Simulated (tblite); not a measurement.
## Run report: C₂H₁₀O₂Si₂, geometry relaxation (part 4 of 4)

Continued. System: C₂H₁₀O₂Si₂, SMILES COC[Si@H](O)[SiH3]. Method: GFN2-xTB geometry optimisation, gas phase (tblite 0.8.0). It belongs to a series of runs on one base structure; here: constitutional isomer.

Geometry of the input (Å):
```
C  -1.5407  1.9433  1.0510
O  -0.8097  0.7454  0.9065
C  -0.7660  0.2818  -0.4426
Si 0.1553  -1.3265  -0.7267
O  -0.3255  -2.5123  0.3737
Si 2.4144  -0.8507  -0.4970
H  -2.5878  1.7933  0.7433
H  -1.0901  2.7490  0.4605
H  -1.5291  2.2396  2.1051
H  -0.3346  1.0645  -1.0702
H  -1.8111  0.1295  -0.7811
H  -0.1138  -1.8333  -2.0927
H  -0.4457  -2.2045  1.2931
H  2.7972  0.2595  -1.4161
H  3.2457  -2.0298  -0.8316
H  2.7339  -0.4400  0.9133
```

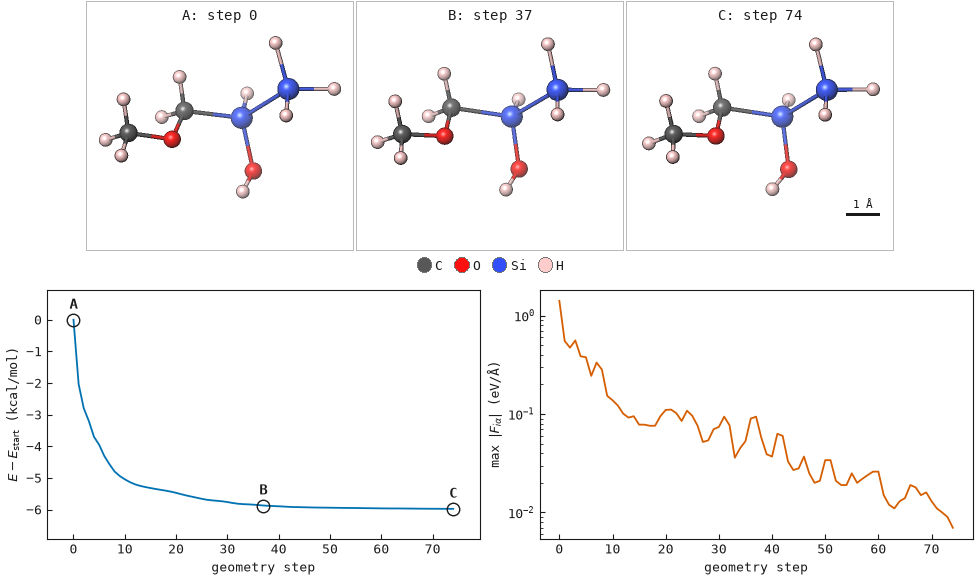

**Figure 1.** Frames of the relaxation (ball-and-stick view, seen at a tilt) above the curves, on which the letters mark them (steps are counted from 0).

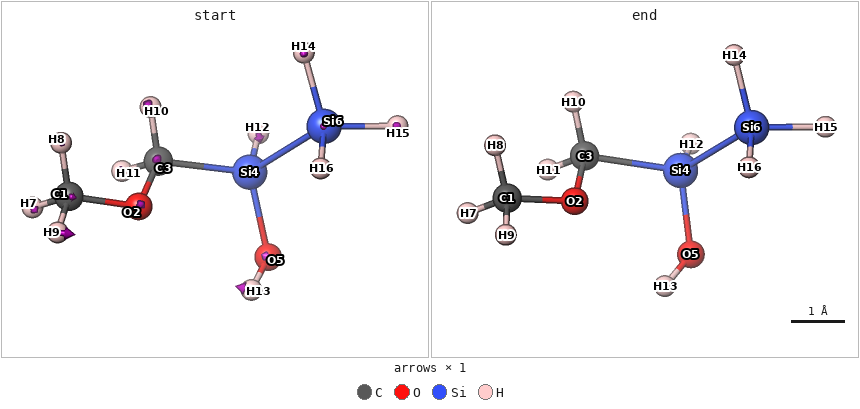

**Figure 2.** Before (left) and after (right) the relaxation, at one scale (ball-and-stick view, seen at a tilt). The pink arrows give the displacements, at true length. After 74 geometry steps the energy has fallen by 5.98 kcal/mol. The largest force component goes from 1.4 to 0.007 eV/Å. The atom that moves furthest after the best rigid fit is H9 (0.35 Å). By element the largest moves are H 0.35 Å, C 0.20 Å, O 0.19 Å, Si 0.09 Å. Among the contacts that change: Si4–O5 1.688 → 1.630 Å, C3–Si4 1.875 → 1.917 Å, Si6–H16 1.503 → 1.469 Å, O5–H13 0.977 → 0.954 Å. Among the angles that change: O2–C3–Si4 115.9° → 103.5°, Si6–Si4–H12 109.8° → 118.1°, Si4–C3–H11 107.4° → 113.3°. (Atoms are counted from 1 in the order of the input.)

## Key numbers

| quantity | value |
| --- | --- |
| outcome | converged |
| total energy | −571.2435 eV |
| wall time | 0.74 s |
| peak memory | 0.18 GiB |
